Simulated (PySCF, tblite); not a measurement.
# C5H6BF3: a rotation path, then NMR shifts on frames, part 2 of 2

tblite 0.8.0 and PySCF 2.14.0. Atoms count from 0. The steps go on from the part before.

## Step 5: Shielding tensors: image 4, PBE0/pcSseg-1

The job: settings as JSON, then the geometry in Å.

```
{"job": {"kind": "nmr", "xc": "PBE0", "basis": "pcSseg-1", "pop": false}, "charge": 0, "multiplicity": 1}
C      2.849600     0.114000    -0.259800
C      1.583700     0.527200    -0.311500
C      0.469400    -0.377900    -0.217500
C     -0.845200    -0.059900    -0.227500
C     -1.801600    -1.228800    -0.128500
F     -3.117800    -0.860800    -0.154400
B     -1.404300     1.393400    -0.320300
F     -2.655700     1.689600    -0.588500
F     -0.653800     2.468600    -0.131600
H      3.668900     0.808500    -0.323100
H      3.107500    -0.927100    -0.146900
H      1.367000     1.577400    -0.421800
H      0.735900    -1.428400    -0.146300
H     -1.658400    -1.922000    -0.967100
H     -1.649700    -1.765800     0.817400
```

Method: GIAO PBE0/pcSseg-1 NMR shielding, non-relativistic, gas phase.

Log:

```text
coarse grid: 13496 points
cycle   1  E = -517.8365254882  dE =  1.155e+00  |g| = 7.578e-01  |ddm| = 3.535e+00
cycle   2  E = -517.7637228574  dE =  7.280e-02  |g| = 1.062e+00  |ddm| = 1.192e+00
cycle   3  E = -517.9313421444  dE = -1.676e-01  |g| = 9.886e-02  |ddm| = 7.233e-01
cycle   4  E = -517.9331312477  dE = -1.789e-03  |g| = 5.373e-02  |ddm| = 1.315e-01
cycle   5  E = -517.9338256773  dE = -6.944e-04  |g| = 1.665e-02  |ddm| = 5.540e-02
cycle   6  E = -517.9338969402  dE = -7.126e-05  |g| = 2.877e-03  |ddm| = 1.695e-02
cycle   7  E = -517.9338991097  dE = -2.169e-06  |g| = 7.310e-04  |ddm| = 3.124e-03
final grid: 134296 points
cycle   8  E = -518.0017882106  dE = -6.891e-05  |g| = 7.736e-03  |ddm| = 3.785e-02
cycle   9  E = -518.0017854439  dE =  2.767e-06  |g| = 8.951e-03  |ddm| = 1.258e-02
cycle  10  E = -518.0018011709  dE = -1.573e-05  |g| = 1.255e-03  |ddm| = 6.980e-03
cycle  11  E = -518.0018014312  dE = -2.603e-07  |g| = 2.221e-04  |ddm| = 1.189e-03
cycle  12  E = -518.0018014381  dE = -6.895e-09  |g| = 1.176e-04  |ddm| = 2.212e-04
cycle  13  E = -518.0018014411  dE = -2.990e-09  |g| = 2.949e-05  |ddm| = 1.054e-04
cycle  14  E = -518.0018014413  dE = -2.159e-10  |g| = 6.717e-06  |ddm| = 3.258e-05
converged SCF energy = -518.0018014413

GIAO shielding tensors (ppm)
atom      isotropic    diamagn.    paramagn.     s11        s22        s33       span
  0 C       52.733     253.545    -200.812    -57.618     55.945    159.872    217.489
  1 C       43.456     255.303    -211.847    -72.047     37.986    164.428    236.475
  2 C       27.745     256.646    -228.901    -88.729     27.659    144.304    233.034
  3 C       50.461     260.045    -209.584    -41.417     43.539    149.262    190.679
  4 C       98.963     241.946    -142.983     60.791     82.893    153.204     92.413
  5 F      428.573     467.455     -38.882    398.407    409.045    478.267     79.859
  6 B       78.202     193.464    -115.262     68.232     81.183     85.192     16.960
  7 F      242.906     465.698    -222.793     88.437    277.758    362.523    274.085
  8 F      248.832     470.368    -221.536    100.790    292.038    353.667    252.878
  9 H       25.790      28.514      -2.724     23.201     25.032     29.138      5.937
 10 H       25.911      31.093      -5.182     22.604     25.497     29.632      7.028
 11 H       24.059      32.405      -8.346     20.612     21.208     30.357      9.744
 12 H       24.839      34.737      -9.898     20.602     23.816     30.099      9.497
 13 H       26.122      28.377      -2.254     21.514     27.127     29.726      8.212
 14 H       26.155      28.726      -2.571     21.540     27.187     29.739      8.199
```

Run time: 21 s. Hardware: 1 thread of Arm Neoverse V1, shared host; peak memory 0.87 GiB.

In short: δ C2 159.2, C1 143.5, C3 136.5, C0 134.2, H11 7.66, H12 6.88 ppm.

## Step 6: Shielding tensors: image 6, PBE0/pcSseg-1

The job: settings as JSON, then the geometry in Å.

```
{"job": {"kind": "nmr", "xc": "PBE0", "basis": "pcSseg-1", "pop": false}, "charge": 0, "multiplicity": 1}
C      2.857100     0.110600    -0.328500
C      1.591900     0.529200    -0.323800
C      0.480100    -0.382100    -0.248300
C     -0.834100    -0.066500    -0.221700
C     -1.810600    -1.216400    -0.122100
F     -2.997500    -0.960200    -0.756400
B     -1.405400     1.385100    -0.220400
F     -2.682500     1.666900    -0.351200
F     -0.657600     2.463100    -0.040700
H      3.679000     0.801700    -0.394400
H      3.112000    -0.935300    -0.261100
H      1.373100     1.583100    -0.385000
H      0.754800    -1.432500    -0.223300
H     -1.407500    -2.126200    -0.581100
H     -2.057200    -1.412400     0.930400
```

With the program's defaults for keys left out, this is: GIAO PBE0/pcSseg-1 NMR shielding, non-relativistic, gas phase.

Log:

```text
coarse grid: 13496 points
cycle   1  E = -517.8390081197  dE =  1.150e+00  |g| = 7.563e-01  |ddm| = 3.538e+00
cycle   2  E = -517.7687141254  dE =  7.029e-02  |g| = 1.057e+00  |ddm| = 1.157e+00
cycle   3  E = -517.9335351725  dE = -1.648e-01  |g| = 9.309e-02  |ddm| = 6.992e-01
cycle   4  E = -517.9350796064  dE = -1.544e-03  |g| = 5.098e-02  |ddm| = 1.231e-01
cycle   5  E = -517.9356931129  dE = -6.135e-04  |g| = 1.660e-02  |ddm| = 5.309e-02
cycle   6  E = -517.9357642326  dE = -7.112e-05  |g| = 2.920e-03  |ddm| = 1.695e-02
cycle   7  E = -517.9357664515  dE = -2.219e-06  |g| = 7.582e-04  |ddm| = 3.106e-03
final grid: 134296 points
cycle   8  E = -518.0039105049  dE = -7.117e-05  |g| = 8.073e-03  |ddm| = 4.144e-02
cycle   9  E = -518.0039066868  dE =  3.818e-06  |g| = 9.626e-03  |ddm| = 1.330e-02
cycle  10  E = -518.0039241614  dE = -1.747e-05  |g| = 1.260e-03  |ddm| = 7.292e-03
cycle  11  E = -518.0039244256  dE = -2.643e-07  |g| = 2.254e-04  |ddm| = 1.174e-03
cycle  12  E = -518.0039244328  dE = -7.206e-09  |g| = 1.181e-04  |ddm| = 2.257e-04
cycle  13  E = -518.0039244359  dE = -3.037e-09  |g| = 3.091e-05  |ddm| = 1.077e-04
cycle  14  E = -518.0039244361  dE = -2.442e-10  |g| = 7.400e-06  |ddm| = 3.477e-05
converged SCF energy = -518.0039244361

GIAO shielding tensors (ppm)
atom      isotropic    diamagn.    paramagn.     s11        s22        s33       span
  0 C       51.581     253.544    -201.964    -59.499     54.459    159.782    219.280
  1 C       43.348     255.462    -212.114    -72.157     38.140    164.061    236.218
  2 C       26.073     256.155    -230.082    -87.348     28.329    137.239    224.587
  3 C       51.923     259.977    -208.054    -40.036     41.242    154.564    194.600
  4 C       96.397     242.431    -146.034     59.752     83.472    145.968     86.216
  5 F      418.454     467.840     -49.386    386.531    399.607    469.224     82.693
  6 B       77.920     193.661    -115.741     68.341     80.416     85.003     16.662
  7 F      242.917     465.872    -222.954     86.635    279.618    362.499    275.864
  8 F      249.940     470.273    -220.334    100.719    293.667    355.434    254.715
  9 H       25.757      28.492      -2.735     23.138     25.041     29.093      5.955
 10 H       25.859      31.071      -5.212     22.489     25.498     29.588      7.099
 11 H       24.050      32.440      -8.390     20.596     21.280     30.274      9.678
 12 H       24.715      34.674      -9.958     20.726     23.744     29.675      8.949
 13 H       26.484      29.236      -2.752     22.066     27.046     30.341      8.275
 14 H       26.056      28.245      -2.189     22.190     26.870     29.107      6.917
```

Run time: 21 s. Hardware: 1 thread of Arm Neoverse V1, shared host; peak memory 0.87 GiB.

This run: δ C2 160.9, C1 143.6, C0 135.3, C3 135.0, H11 7.67, H12 7.00 ppm.

## Step 7: Nuclear shieldings: image 8, PBE0/pcSseg-1

The job: settings as JSON, then the geometry in Å.

```
{"job": {"kind": "nmr", "xc": "PBE0", "basis": "pcSseg-1", "pop": false}, "charge": 0, "multiplicity": 1}
C      2.866300     0.105200    -0.375600
C      1.604500     0.526100    -0.299300
C      0.495400    -0.391100    -0.265400
C     -0.812400    -0.069000    -0.172700
C     -1.827700    -1.186000    -0.132400
F     -2.632300    -1.140000    -1.250100
B     -1.405600     1.369400    -0.113900
F     -2.657300     1.579500     0.245100
F     -0.741900     2.480300    -0.377600
H      3.695000     0.790700    -0.407000
H      3.110400    -0.944500    -0.411500
H      1.381500     1.580900    -0.265200
H      0.769300    -1.441000    -0.300500
H     -1.353600    -2.172300    -0.130800
H     -2.496000    -1.080100     0.729300
```

Level: GIAO PBE0/pcSseg-1 NMR shielding, non-relativistic, gas phase.

Log:

```text
coarse grid: 13496 points
cycle   1  E = -517.8440438850  dE =  1.139e+00  |g| = 7.529e-01  |ddm| = 3.531e+00
cycle   2  E = -517.7780880306  dE =  6.596e-02  |g| = 1.046e+00  |ddm| = 1.078e+00
cycle   3  E = -517.9375396704  dE = -1.595e-01  |g| = 8.355e-02  |ddm| = 6.432e-01
cycle   4  E = -517.9387518158  dE = -1.212e-03  |g| = 4.507e-02  |ddm| = 1.081e-01
cycle   5  E = -517.9392063420  dE = -4.545e-04  |g| = 1.641e-02  |ddm| = 4.797e-02
cycle   6  E = -517.9392760413  dE = -6.970e-05  |g| = 3.064e-03  |ddm| = 1.653e-02
cycle   7  E = -517.9392784843  dE = -2.443e-06  |g| = 8.051e-04  |ddm| = 3.130e-03
final grid: 134296 points
cycle   8  E = -518.0079360041  dE = -7.631e-05  |g| = 8.203e-03  |ddm| = 4.694e-02
cycle   9  E = -518.0079322639  dE =  3.740e-06  |g| = 9.732e-03  |ddm| = 1.294e-02
cycle  10  E = -518.0079502025  dE = -1.794e-05  |g| = 1.325e-03  |ddm| = 6.756e-03
cycle  11  E = -518.0079504893  dE = -2.868e-07  |g| = 2.421e-04  |ddm| = 1.135e-03
cycle  12  E = -518.0079504978  dE = -8.433e-09  |g| = 1.242e-04  |ddm| = 2.475e-04
cycle  13  E = -518.0079505012  dE = -3.421e-09  |g| = 3.362e-05  |ddm| = 1.158e-04
cycle  14  E = -518.0079505015  dE = -2.897e-10  |g| = 7.786e-06  |ddm| = 3.766e-05
converged SCF energy = -518.0079505015

GIAO shielding tensors (ppm)
atom      isotropic    diamagn.    paramagn.     s11        s22        s33       span
  0 C       49.802     253.476    -203.675    -62.022     51.585    159.842    221.863
  1 C       43.055     255.742    -212.687    -72.139     38.651    162.654    234.793
  2 C       20.758     255.232    -234.474    -88.887     24.465    126.696    215.583
  3 C       53.645     259.215    -205.570    -39.294     39.427    160.802    200.096
  4 C       95.990     241.593    -145.603     65.672     83.638    138.658     72.986
  5 F      397.878     470.225     -72.347    354.363    380.338    458.932    104.569
  6 B       76.974     194.487    -117.513     65.386     80.645     84.891     19.505
  7 F      249.102     466.992    -217.890     91.584    292.031    363.692    272.108
  8 F      252.429     469.661    -217.232     96.286    294.576    366.425    270.139
  9 H       25.678      28.451      -2.773     23.048     25.019     28.967      5.918
 10 H       25.731      30.983      -5.252     22.281     25.407     29.504      7.223
 11 H       24.108      32.515      -8.407     20.991     21.253     30.080      9.089
 12 H       24.478      34.478     -10.000     20.684     23.482     29.268      8.585
 13 H       26.829      29.558      -2.728     22.961     26.945     30.582      7.620
 14 H       26.062      28.345      -2.284     23.824     25.696     28.664      4.840
```

It took 21 s on 1 thread of Arm Neoverse V1, shared host; peak memory 0.87 GiB.

This run: δ C2 166.2, C1 143.9, C0 137.1, C3 133.3, H11 7.61, H12 7.24 ppm.

## Step 8: Run by run: NMR shifts

Shifts (ppm) of some atoms, chosen among heavy atoms and hydrogens apart, with basis size and wall time:

```
  frame     C2     C3   H13   H14     F7     F8      F5  functions  time
image 0  166.9  133.0  5.65  4.89  -78.6  -81.5  -225.6        183  22 s
image 2  159.9  136.5  5.70  5.18  -72.8  -79.3  -245.4        183  21 s
image 4  159.2  136.5  5.59  5.56  -72.0  -77.9  -257.6        183  21 s
image 6  160.9  135.0  5.23  5.66  -72.0  -79.0  -247.5        183  21 s
image 8  166.2  133.3  4.89  5.66  -78.2  -81.5  -226.9        183  21 s
```

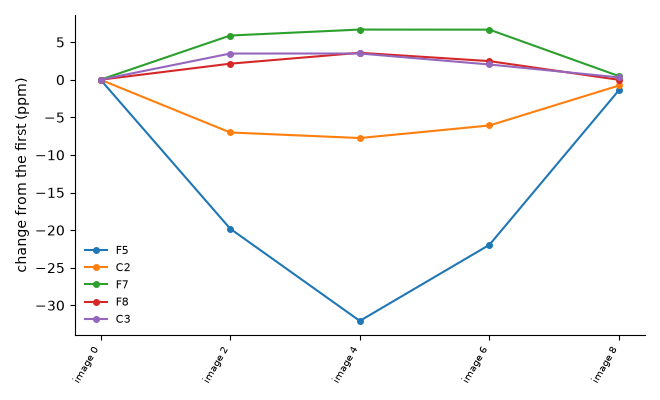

How five of the tabulated atoms move from run to run.

## Step 9: Results

This closing draws on all 2 parts.

| quantity | value |
| --- | --- |
| barrier | 0.079 eV (1.8 kcal/mol) at image 4 |
| end to end (GFN2-xTB) | 0.000 eV |
| 13C shifts against TMS (PBE0/pcSseg-1, image 0) | 166.9, 144.0, 137.2, 133.0, 90.7 ppm |
| 1H shifts against TMS (PBE0/pcSseg-1, image 0) | 7.62, 7.28, 6.05, 6.00, 5.65, 4.89 ppm |
| 19F shifts against CFCl3 (PBE0/pcSseg-1, image 0) | -78.6, -81.5, -225.6 ppm |
| 11B shifts against BF3·OEt2 (PBE0/pcSseg-1, image 0) | 23.1 ppm |
| range of the shift of F5 | -257.6 to -225.6 ppm |

In words: Along the band the dihedral turns by 131°, and the top (dihedral 1°) lies 1.8 kcal/mol above the start (GFN2-xTB, rough), so at room temperature this motion is fast. The top was not checked by a frequency run. Shifts at one fixed geometry are not the observed spectrum, which averages over the motion. Across the 5 runs the shift of F5 moves most, between -257.6 (image 4) and -225.6 ppm (image 0).
